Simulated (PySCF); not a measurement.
**SiHClO (SMILES O[Si]Cl) at M06-2X/STO-3G**

What is the vertical singlet–triplet gap of SiHClO at M06-2X/STO-3G? 

The results are computed with PySCF 2.14.0.

31 further runs of the same task are left out: 14 that didn't finish, 17 set aside as unsound or not needed.

**1. The molecule**

SiHClO has 4 atoms, charge 0, and is taken as a singlet. SMILES: `O[Si]Cl`. The shape is that of a PBE0-D4/def2-TZVP optimisation.

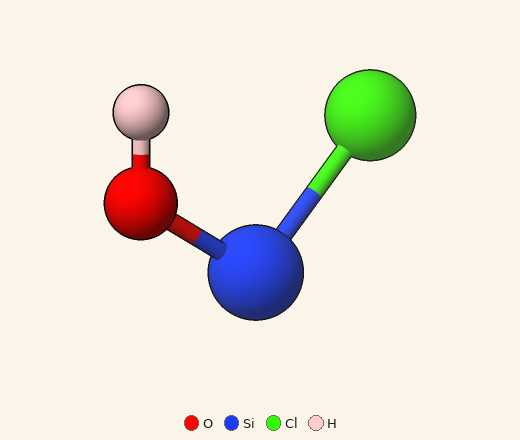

The structure, seen from a chosen angle (oxygen red, silicon blue, chlorine green, hydrogen pink).

**2. The energy at M06-2X/STO-3G**

Contents of job.py:

```python
from pyscf import gto, dft

molecule = gto.Mole()
molecule.atom = '''
O     -1.723052     0.850755    -0.583358
Si    -0.820519    -1.492317     1.222653
Cl     3.141292    -1.324698     0.796331
H     -0.492841     1.852687    -1.473986
'''
molecule.basis = 'sto-3g'
molecule.max_memory = 1860
molecule.verbose = 3
molecule.unit = 'bohr'
molecule.build()

ks = dft.RKS(molecule)
ks.xc = 'm06-2x'
ks.grids.level = 5
ks.conv_tol = 1e-10
ks.kernel()
if not ks.converged:
    ks = ks.newton().run(ks.mo_coeff, ks.mo_occ)

energy = ks.e_tot
print('E = %.10f Eh' % energy)
```

The run is started by

```
$ OMP_NUM_THREADS=1 python job.py
```

The program printed:

```text
converged SCF energy = -816.16759058869
E = -816.1675905887 Eh
```

It took 3.9 s on 1 thread of Intel Xeon Platinum 8488C (Sapphire Rapids), shared host; peak memory 0.22 GiB.

**3. The triplet, same level**

Contents of start.xyz:

```xyz
4

O     -0.911800     0.450200    -0.308700
Si    -0.434200    -0.789700     0.647000
Cl     1.662300    -0.701000     0.421400
H     -0.260800     0.980400    -0.780000
```

Contents of job.py:

```python
from pyscf import gto, dft

mol = gto.Mole()
mol.atom = 'start.xyz'
mol.spin = 2
mol.verbose = 3
mol.basis = 'sto-3g'
mol.charge = 0
mol.max_memory = 1860
mol.build()

ks = dft.UKS(mol)
ks.xc = 'm06-2x'
ks.grids.level = 5
ks.conv_tol = 1e-10
ks.kernel()
if not ks.converged:
    ks = ks.newton().run(ks.mo_coeff, ks.mo_occ)

energy = ks.e_tot
print('E = %.10f Eh' % energy)
```

The run is started by

```
$ OMP_NUM_THREADS=1 python job.py
```

The program printed:

```text
WARN: HOMO -0.00843612504606239 >= LUMO -0.273753166296431

WARN: HOMO -0.034382548354409 >= LUMO -0.0627997523022592

converged SCF energy = -816.028290528295  <S^2> = 2.000918  2S+1 = 3.0006119
E = -816.0282905283 Eh
```

Run time: 7.5 s. Hardware: 1 thread of Intel Xeon Platinum 8488C (Sapphire Rapids), shared host; peak memory 0.23 GiB.

**4. Outcome**

Level: M06-2X/STO-3G.

| quantity | value |
| --- | --- |
| singlet: total energy | -816.16759 Eh |
| singlet: dipole moment | 2.29 D |
| singlet: HOMO energy | -5.99 eV |
| singlet: LUMO energy | 2.70 eV |
| singlet: HOMO–LUMO gap | 8.69 eV |
| triplet: total energy | -816.02829 Eh |
| triplet: dipole moment | 2.45 D |
| triplet: HOMO energy (highest over α and β) | -2.21 eV |
| triplet: LUMO energy (lowest over α and β) | -0.72 eV |
| triplet: ⟨S²⟩ | 2.001 |
| vertical energy of the triplet above the singlet | 3.791 eV |

At this shape the triplet lies 3.79 eV (366 kJ/mol) above the singlet. In a minimal basis such a difference can be off by several eV, whatever the method.
